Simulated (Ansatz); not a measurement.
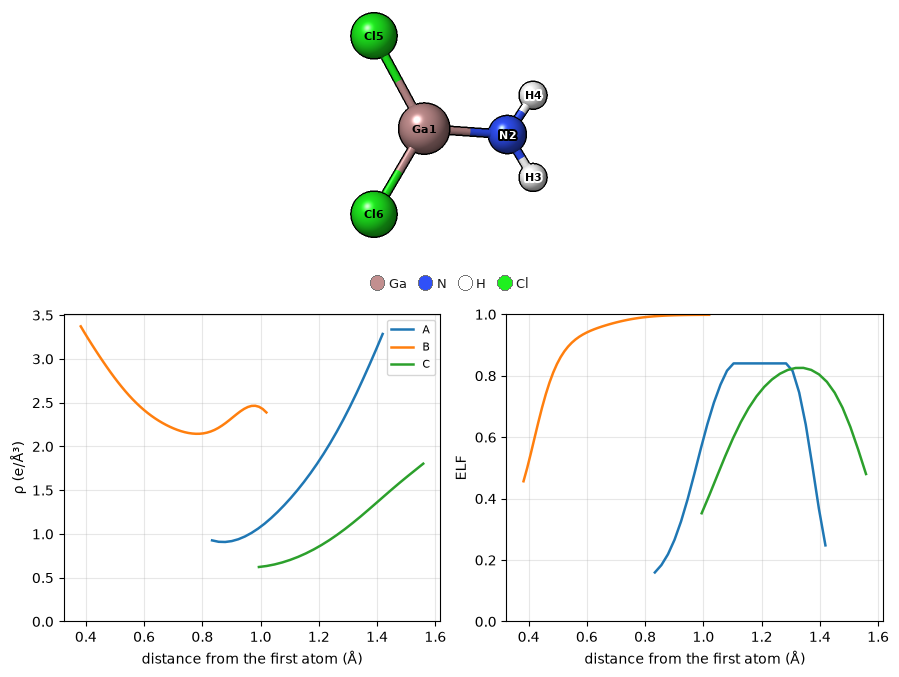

Figure. Cl$_{2}$GaH$_{2}$N. Electron density and ELF along straight lines between neighbouring atoms. The curves leave out the atomic cores. The structure is drawn too.

Level of theory: RKS PBE-D4/def2-SVP (Ansatz 0.2.0).

```xyz
6

Ga    0.0000    0.0000    0.0441
N     0.0000    0.0000    1.8461
H    -0.8533   -0.0466    2.4029
H     0.8533    0.0466    2.4029
Cl    1.8517    0.1010   -1.0430
Cl   -1.8517   -0.1010   -1.0430
```

Q: Which curve belongs to which contact (Ga–Cl, Ga–N and N–H)? The first atom named is at distance zero.

A: Curve A: Ga–N (1.80 Å): the density is about 0.92 e/Å³ at the midpoint; the ELF peaks at about 0.85 in the valence shell of N, 0.7 Å from its nucleus, and is about 0.25 at the midpoint. Curve B: N–H (1.02 Å): ρ at the midpoint is about 2.7 e/Å³; the ELF climbs to about 1 towards the hydrogen, as it does in any bond to H (a covalent bond by its length). Curve C: Ga–Cl (2.15 Å): ρ at the midpoint is about 0.68 e/Å³; the ELF peaks at about 0.85 in the valence shell of Cl, 0.8 Å from its nucleus, and is about 0.55 at the midpoint.
